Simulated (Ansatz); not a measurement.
# AlN: structures and their energies

57 relaxations of AlN ended in 12 distinct structures. The numbers are results of PBEsol (plane waves to 420 eV, PAW, scalar-relativistic; Ansatz, a quantum-chemistry and plane-wave program), not measurements.

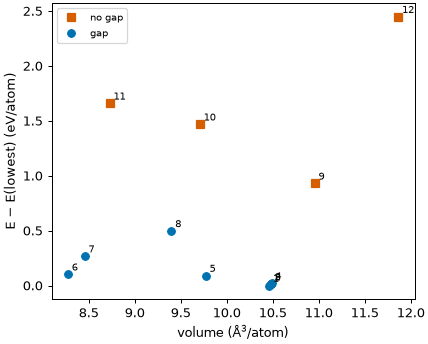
Fig. 1. Energy against volume of the distinct structures, numbered as in the table

```csv
#,space group,Pearson,type,E − E(lowest) (eV/atom),V (Å³/atom),"gap (eV, no SOC)",coordination,runs ending here
1,P6₃mc,hP4,wurtzite type,0.000,10.46,4.09,"Al 4 (tetrahedral), N 4 (tetrahedral)",8
2,P6₃mc,hP8,"AFLOW prototype AB_hP8_186_ab_ab (B5, as in SiC)",0.012,10.48,3.90,–,5
3,P6₃mc,hP12,"AFLOW prototype AB_hP12_186_a2b_a2b (B6, as in SiC)",0.015,10.48,3.69,–,5
4,F-43m,cF8,zinc blende type,0.022,10.49,3.19,"N 4 (tetrahedral), Al 4 (tetrahedral)",12
5,P6₃/mmc,hP4,–,0.091,9.77,3.32,–,3
6,Fm-3m,cF8,rock salt type,0.103,8.27,4.55,"Al 6 (octahedral), N 6 (octahedral)",15
7,P6₃/mmc,hP4,NiAs type,0.268,8.46,4.76,"Al 6 (octahedral), N 6 (trigonal prismatic)",4
8,R3m,hR6,"AFLOW prototype AB_hR6_160_b_b (B13, as in NiS)",0.498,9.40,1.73,–,1
9,P4₂/mmc,tP4,–,0.93,10.96,0.00,–,1
10,I4/mcm,tI16,–,1.47,9.71,0.00,–,1
11,Pm-3m,cP2,CsCl type,1.66,8.73,0.00,"Al 8 (cubic), N 8 (cubic)",1
12,P-3m1,hP4,–,2.45,11.86,0.00,–,1
```

Coordination numbers (neighbours up to the widest gap in distance over summed covalent radii, below 1.35; n+m marks a second, longer set; metal–metal contacts left out). P6₃mc, hP4, wurtzite type is the lowest of the structures calculated here.

Space group P6₃mc (No. 186); a = 3.114 Å, b = 3.114 Å, c = 4.984 Å, α = 90.00°, β = 90.00°, γ = 120.00°

```tsv
atom	site	symmetry	x	y	z
Al	2b	3m.	0.6667	0.3333	0.4964
N	2b	3m.	0.3333	0.6667	0.3784
```

Probably no minimum, since a slightly shaken restart fell lower: P4₂/mmc, tP4 (by 0.83 eV/atom, to Fm-3m); Pm-3m, cP2, CsCl type (by 1.64 eV/atom, to F-43m).  3 generated cells of layers, chains or molecules, poorly bound without dispersion, are left out. Each run could gain symmetry but not lose that of its start, so entries can be saddle points. From databases, or of a type measured for this composition: P6₃mc, hP4, wurtzite type; F-43m, cF8, zinc blende type; P6₃/mmc, hP4; Fm-3m, cF8, rock salt type; the others are generated cells (placed on structure types, drawn at random, substituted or restacked) that were not matched to a known phase here. Static energies at zero pressure. No spin polarisation in the result. Gaps of cells over 8 atoms come from the SCF mesh and high-symmetry points alone.
